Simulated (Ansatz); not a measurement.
# Calculations on HfH3O2Cl2F

Part 1: Relaxation

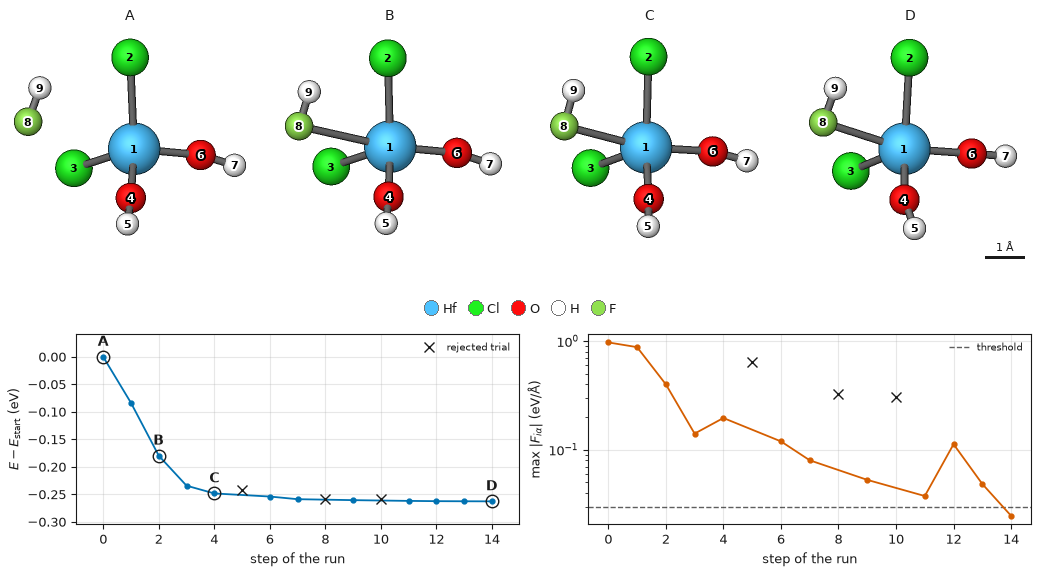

Frames of a relaxation of HfH3O2Cl2F, marked on the history of the run. Style: ball-and-stick. Shown at a tilt.

The run prepares an end point of a later path (reaction) calculation, from a guessed geometry.

All numbers below come from Ansatz 0.2.0, RKS B3LYP-D4/def2-SVP. Settings: no spin polarisation; force threshold 0.03 eV/Å; at most 50 steps.

Q: What happens along the run?

A: The atom that moves furthest after the best rigid fit is F8 (0.51 Å). By element the largest moves are F 0.51 Å, H 0.46 Å, O 0.29 Å, Hf 0.29 Å, Cl 0.11 Å. Some distances before and after: Hf1–F8 3.172 → 2.408 Å, Hf1–H9 3.283 → 2.647 Å, F8–H9 0.928 → 0.955 Å, Hf1–Cl2 2.491 → 2.467 Å. New bonds form, among them: Hf1–F8 (3.17 → 2.41 Å). Bond angles that change, for instance: Hf1–O4–H5 176.3° → 161.3°, Hf1–O6–H7 166.9° → 179.4°, Cl2–Hf1–O6 104.7° → 97.9°. After 11 accepted moves (14 points after the start) the energy has fallen by 0.263 eV. The largest force component goes from 0.97 to 0.025 eV/Å. The line search rejected the trial steps at points 5, 8, 10 of the run. The run took 48 s on 4 threads of Arm Neoverse V1, on a shared host, peak memory 0.33 GiB. From step 0 to 2: F8 moves most (0.35 Å), energy −0.180 eV. From step 2 to 4: H9 moves most (0.16 Å), energy −0.069 eV. From step 4 to 14: H5 moves most (0.17 Å), energy −0.014 eV.

Limits of the set-up: the start holds two separate molecules, 2.6 Å apart at their closest, whose relative position is a soft coordinate.

Part 2: Relaxation

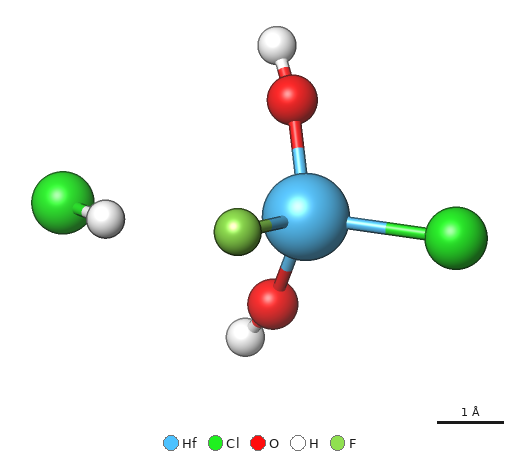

HfH₃O₂Cl₂F, before the relaxation. The picture is a ball-and-stick view, seen at a tilt.

The run prepares an end point of a later path (reaction) calculation, from a guessed geometry.

Method: Ansatz 0.2.0, RKS B3LYP-D4/def2-SVP.

Input file:
```yaml
crystal:
  periodic: [false, false, false]
  atoms:
    - { symbol: Hf, position_ang: [0.390374, 0.219585, -0.449317] }
    - { symbol: Cl, position_ang: [-0.993686, 0.689523, 2.970782] }
    - { symbol: Cl, position_ang: [1.732433, 0.020433, -2.403237] }
    - { symbol: O, position_ang: [-1.06218, 1.401252, -0.844295] }
    - { symbol: H, position_ang: [-1.869111, 1.911326, -0.922699] }
    - { symbol: O, position_ang: [-0.186848, -1.534541, 0.056207] }
    - { symbol: H, position_ang: [-0.654813, -2.290981, 0.413383] }
    - { symbol: F, position_ang: [1.509093, 0.987263, 0.970534] }
    - { symbol: H, position_ang: [0.267238, 1.01924, 2.682643] }
basis:
  gaussian: { orbitals: def2-SVP }
hamiltonian:
  xc: b3lyp
  dispersion: d4
relax:
  f_tol: 0.03
  max_steps: 50
```

Command:
```bash
ansatz run input.yaml --threads 4 --pin off --max-ram 5120MiB --backend cpu --events-out ev --progress --plain --runs-dir out
```

Predict the outcome.

Answer. The atom that moves furthest after the best rigid fit is H9 (0.15 Å). Largest moves by element: H 0.15 Å, Cl 0.11 Å, F 0.09 Å, Hf 0.04 Å, O 0.04 Å. Some distances before and after: Hf1–H9 3.235 → 3.053 Å, Cl2–H9 1.335 → 1.301 Å, Hf1–F8 1.964 → 1.949 Å. Bond angles that change, for instance: Hf1–O6–H7 165.6° → 167.7°. After 5 geometry steps the energy has fallen by 3.66 kJ/mol. Largest force component: 1 eV/Å at the start, 0.0074 eV/Å at the end. Cost: 20 s on 4 threads of Arm Neoverse V1, with other jobs on the host, peak memory 0.33 GiB.

History of the run:

| step | E − E(0), kJ/mol | largest force component, eV/Å |
| --- | --- | --- |
| 0 | 0.00 | 0.9959 |
| 1 | -2.44 | 0.3529 |
| 2 | -3.07 | 0.4510 |
| 3 | -3.54 | 0.1128 |
| 4 | -3.62 | 0.0594 |
| 5 | -3.66 | 0.0074 |

The structure at the end:

```xyz
9

Hf    0.3775    0.2129   -0.4108
Cl   -0.9338    0.7725    2.9326
Cl    1.7563    0.0537   -2.3412
O    -1.0668    1.4033   -0.8077
H    -1.8858    1.8954   -0.8814
O    -0.2015   -1.5512    0.0519
H    -0.6518   -2.3365    0.3666
F     1.4592    0.9510    1.0325
H     0.2790    1.0218    2.5314
```

After the run, drawn alike:

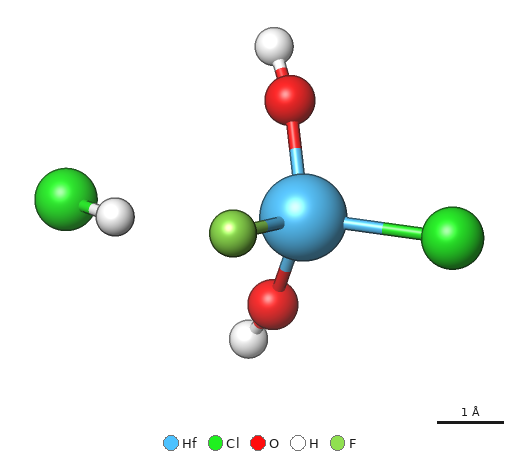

Part 3: Path

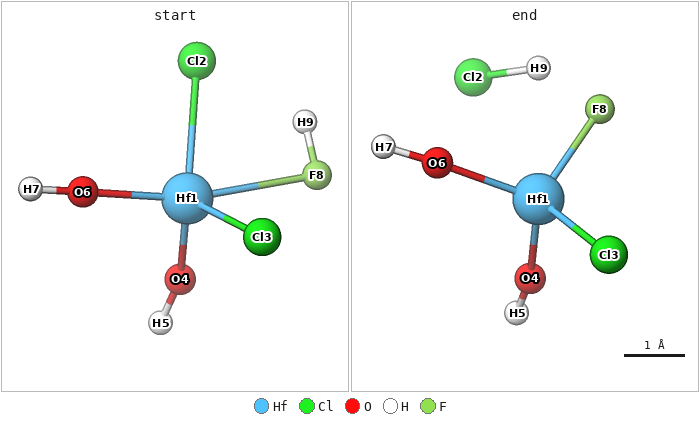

The two relaxed end points of a path for HfH₃O₂Cl₂F. A ball-and-stick model, seen at a tilt.

The calculation used Ansatz, RKS B3LYP-D4/def2-SVP.

Set-up: 7 movable images; climbing image; force threshold 0.05 eV/Å; iteration limit 60.

Start:
```xyz
9

Hf    0.0102    0.0397    0.1521
Cl    0.0204   -0.0458    2.6179
Cl    2.0346   -0.3232   -1.0551
O    -1.1176    1.3815   -0.6193
H    -1.8160    1.7986   -1.1272
O    -0.9099   -1.5970   -0.1638
H    -1.3665   -2.4223   -0.3301
F     1.2183    1.9211    1.0461
H     1.0591    1.6705    1.9534
```

End:
```xyz
9

Hf    0.3685    0.1713   -0.4123
Cl   -0.8794    0.8547    2.9324
Cl    1.7215   -0.1086   -2.3472
O    -0.9800    1.4685   -0.8117
H    -1.7583    2.0227   -0.8856
O    -0.3448   -1.5389    0.0654
H    -0.8537   -2.2843    0.3876
F     1.5114    0.8322    1.0212
H     0.3473    1.0055    2.5244
```

> Predict the minimum-energy path and its barrier.

Forward barrier 0.280 eV, backward barrier 0.302 eV, with image 4 at the top; the reaction energy is −0.022 eV. Breaking: F8–H9 (0.95 → 1.20 at the top → 1.91 Å), Hf1–Cl2 (2.47 → 2.73 at the top → 3.63 Å). Forming: Cl2–H9 (2.11 → 1.52 at the top → 1.30 Å). The band is converged.

Energies of the converged images:

```
image  path (Å)  E (eV)
    0      0.00   0.000
    1      0.50   0.029
    2      1.00   0.092
    3      1.50   0.162
    4      2.02   0.280
    5      2.36   0.167
    6      2.71   0.056
    7      3.05  -0.003
    8      3.40  -0.022
```

The geometry at the top of the path:

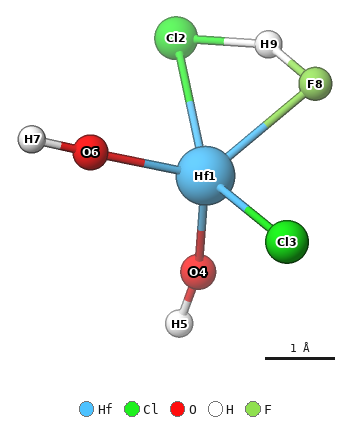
